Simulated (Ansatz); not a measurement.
# [P2H3]− (SMILES [PH-]P): levels of theory compared

Aim: a comparison of 6 runs (PBE0/STO-3G, SVWN5/STO-3G, UB3LYP/STO-3G, UPBE0/STO-3G, UMP2/STO-3G, CCSDTQ/STO-3G) of [P2H3]−. 

The calculation is run with Ansatz 0.2.0.

1 further run of the same task is left out (it didn't finish).

## (1) The structure to begin with

The species is [P2H3]− (5 atoms), meant as a singlet with charge -1. SMILES: `[PH-]P`. The H3–P1 distance was set to 3.423 Å, away from the relaxed value. At this shape a bond of the SMILES string is far longer than usual.

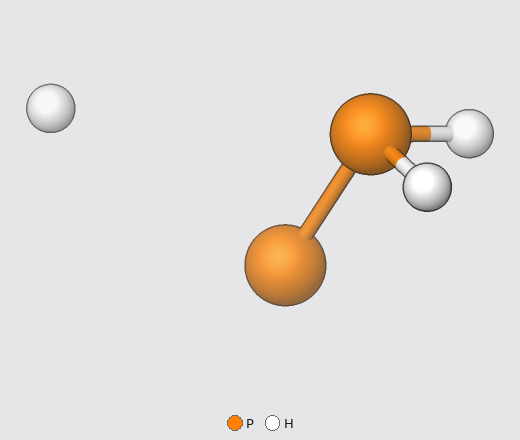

Viewed from a chosen angle; phosphorus orange, hydrogen white.

## (2) A single-point energy at PBE0/STO-3G (run 1)

The input, in.yaml:

```yaml
crystal:
  periodic: [false, false, false]
  atoms:
    - {symbol: P, position_ang: [1.556112, -0.579687, -1.687033]}
    - {symbol: P, position_ang: [0.288412, 1.075973, -1.754773]}
    - {symbol: H, position_ang: [0.279530, -1.462550, 1.364400]}
    - {symbol: H, position_ang: [-0.217928, 0.999883, -3.059023]}
    - {symbol: H, position_ang: [1.157632, 2.085233, -2.186953]}
basis:
  gaussian: {orbitals: STO-3G}
total_charge: -1
hamiltonian: {xc: {name: PBE0}}
accuracy: high
```

On the command line:

```bash
$ ansatz run in.yaml --threads 1 --pin off --max-ram 2610MiB --events-out events.jsonl --progress --plain --runs-dir runs
```

Standard output:

```text
Warning: RAYON_NUM_THREADS=1 ignored (pool sized by the plan → 1); use --threads N
Functional definition: PBE0
  name "PBE0"
  parameter a = 0.25
  parameter kappa = 0.804
  parameter beta = 0.06672455060314922
  exchange = (1 - a)*pbe_x(kappa = kappa, mu = beta*pi^2/3) + a*exact_x
  correlation = pbe_c(beta = beta)
364 factors; integrals over basis functions are off by at most 3.2e-9 eV
mean field evaluation 1: about -18393.5799 eV, gradient 1.6e1 eV
mean field evaluation 2: about -18377.4172 eV, gradient 1.6e1 eV
mean field evaluation 4: about -18394.8918 eV, gradient 1.1e1 eV
mean field evaluation 8: about -18395.2531 eV, gradient 1.1e1 eV
mean field evaluation 16: about -18397.6734 eV, gradient 4.0e-8 eV
mean field -18397.67343217 eV, -676.1020282414 hartree, gradient 4.0e-8 eV, S^2 0.000000; 2 other end points of the search recorded, 0 dependent functions left out
reference -18397.67343368 eV, -676.1020282970 hartree; 17, 17 occupied and 4, 4 virtual orbitals, 364 factors
Total energy: -18397.67343368 eV, -676.1020282970 hartree
```

It took 0.64 s on 1 thread of Intel Xeon 6975P-C (Granite Rapids), shared host; peak memory 0.11 GiB.

## (3) The energy at SVWN5/STO-3G (run 2)

The input, run.yaml:

```yaml
crystal:
  periodic: [false, false, false]
  atoms:
    - {symbol: P, position_ang: [1.556112, -0.579687, -1.687033]}
    - {symbol: P, position_ang: [0.288412, 1.075973, -1.754773]}
    - {symbol: H, position_ang: [0.279530, -1.462550, 1.364400]}
    - {symbol: H, position_ang: [-0.217928, 0.999883, -3.059023]}
    - {symbol: H, position_ang: [1.157632, 2.085233, -2.186953]}
basis:
  gaussian: {orbitals: STO-3G}
accuracy: high
hamiltonian: {xc: {name: SVWN5}}
total_charge: -1
```

On the command line:

```bash
$ ansatz run run.yaml --threads 1 --pin off --max-ram 2610MiB --events-out events.jsonl --progress --plain --runs-dir runs
```

Standard output:

```text
Warning: RAYON_NUM_THREADS=1 ignored (pool sized by the plan → 1); use --threads N
Functional definition: SVWN5
  name "SVWN5"
  exchange = slater_x
  correlation = vwn5_c
364 factors; integrals over basis functions are off by at most 3.2e-9 eV
mean field evaluation 1: about -18327.9761 eV, gradient 2.0e1 eV
mean field evaluation 2: about -18312.3852 eV, gradient 2.1e1 eV
mean field evaluation 4: about -18318.7935 eV, gradient 3.2e1 eV
mean field evaluation 8: about -18333.4789 eV, gradient 8.8e-2 eV
mean field evaluation 16: about -18325.7505 eV, gradient 3.1e1 eV
mean field -18333.47896460 eV, -673.7429250708 hartree, gradient 8.9e-9 eV, S^2 0.000000; 0 other end points of the search recorded, 0 dependent functions left out
reference -18333.47896654 eV, -673.7429251419 hartree; 17, 17 occupied and 4, 4 virtual orbitals, 364 factors
Total energy: -18333.47896654 eV, -673.7429251419 hartree
```

It took 0.42 s on 1 thread of Intel Xeon 6975P-C (Granite Rapids), shared host.

Run 3 isn't shown in full; the table further down has it.

## (4) The energy at UPBE0/STO-3G (run 4)

Changes to in.yaml since step 2:

```diff
@@ -9,5 +9,10 @@
 basis:
-  gaussian: {orbitals: STO-3G}
+  gaussian:
+    orbitals: STO-3G
+magnetization:
+  spin_polarized: true
+  initial_magnetization: 0
 total_charge: -1
-hamiltonian: {xc: {name: PBE0}}
 accuracy: high
+hamiltonian:
+  xc: pbe0
```

On the command line:

```bash
$ ansatz run in.yaml --threads 1 --pin off --max-ram 2610MiB --events-out events.jsonl --progress --plain --runs-dir runs
```

Standard output:

```text
Warning: RAYON_NUM_THREADS=1 ignored (pool sized by the plan → 1); use --threads N
Functional definition: PBE0
  name "PBE0"
  parameter a = 0.25
  parameter kappa = 0.804
  parameter beta = 0.06672455060314922
  exchange = (1 - a)*pbe_x(kappa = kappa, mu = beta*pi^2/3) + a*exact_x
  correlation = pbe_c(beta = beta)
364 factors; integrals over basis functions are off by at most 3.2e-9 eV
mean field evaluation 1: about -18393.5799 eV, gradient 1.2e1 eV
mean field evaluation 2: about -18377.4172 eV, gradient 1.1e1 eV
mean field evaluation 4: about -18394.8918 eV, gradient 7.9e0 eV
mean field evaluation 8: about -18395.2531 eV, gradient 8.0e0 eV
mean field evaluation 16: about -18398.5265 eV, gradient 5.0e-1 eV
mean field evaluation 32: about -18394.5788 eV, gradient 7.6e0 eV
mean field -18398.64126432 eV, -676.1375954167 hartree, gradient 1.3e-8 eV, S^2 0.920263; 6 other end points of the search recorded, 0 dependent functions left out
reference -18398.64126584 eV, -676.1375954725 hartree; 17, 17 occupied and 4, 4 virtual orbitals, 364 factors
Total energy: -18398.64126584 eV, -676.1375954725 hartree
```

It took 2.6 s on 1 thread of Intel Xeon 6975P-C (Granite Rapids), shared host; peak memory 0.15 GiB.

Run 5 isn't shown in full; the table further down has it.

## (5) The energy at CCSDTQ/STO-3G (run 6)

The input, input.yaml:

```yaml
basis:
  gaussian:
    orbitals: STO-3G
crystal:
  periodic: [false, false, false]
  atoms:
    - {symbol: P, position_ang: [1.556112, -0.579687, -1.687033]}
    - {symbol: P, position_ang: [0.288412, 1.075973, -1.754773]}
    - {symbol: H, position_ang: [0.279530, -1.462550, 1.364400]}
    - {symbol: H, position_ang: [-0.217928, 0.999883, -3.059023]}
    - {symbol: H, position_ang: [1.157632, 2.085233, -2.186953]}
correlation:
  method: ccsdtq
  frozen_orbitals: {H: 0, P: 5}
accuracy: high
scf:
  omitted_lower_state_checks: [cluster_reference, increment]
magnetization:
  spin_polarized: false
total_charge: -1
```

On the command line:

```bash
$ ansatz run input.yaml --threads 1 --pin off --max-ram 2610MiB --events-out events.jsonl --progress --plain --runs-dir runs
```

Standard output:

```text
Warning: RAYON_NUM_THREADS=1 ignored (pool sized by the plan → 1); use --threads N
[... 12 lines left out ...]
10 core orbitals not correlated: weight in the atoms' cores, before any rotation towards them, 1.000 or more for the frozen orbitals, at most 0.000 for the correlated occupied ones
[... 50 lines left out ...]
WARN: these amplitudes may be one of several solutions (largest doubles amplitude 1.17, level shift 4.90 eV)
Total energy: -18374.29318440 eV, -675.2428199834 hartree
Checks for a lower state left out: cluster_reference, increment
```

Run time: 2.5 s. Hardware: 1 thread of Intel Xeon 6975P-C (Granite Rapids), shared host; peak memory 0.12 GiB.

## (6) All runs side by side

```
run          level  frozen core orbitals  energy (Eh)  wall time
  1    PBE0/STO-3G                     –  -676.102028     0.64 s
  2   SVWN5/STO-3G                     –  -673.742925     0.42 s
  3  UB3LYP/STO-3G                     –  -676.401139      1.7 s
  4   UPBE0/STO-3G                     –  -676.137595      2.6 s
  5    UMP2/STO-3G                    10  -675.221846      0.3 s
  6  CCSDTQ/STO-3G                    10  -675.242820      2.5 s
```

## (7) What came out

```
                                           quantity          value
                                run 6: total energy  -675.24282 Eh
run 6: correlation energy (10 core orbitals frozen)     -167.0 mEh
                               run 6: T1 diagnostic          0.179
```

**Reading.** Totals of different functionals can't be ranked against each other. In run 6 the log says that unrestricted orbitals would lower the reference, so the values rest on an unstable closed-shell determinant (other closed-shell runs at this shape may share the fault). In runs 1, 2, 3, 4, 5, 6 the basis is minimal, so the values are rough. Spin contamination of the reference: run 5 ⟨S²⟩ = 0.99, run 4 ⟨S²⟩ = 0.92, run 3 ⟨S²⟩ = 0.91. Where it is this large, the reference is a mixture of spin states, and values that rest on it are in doubt. All runs together took 8.1 s, the longest 2.6 s.
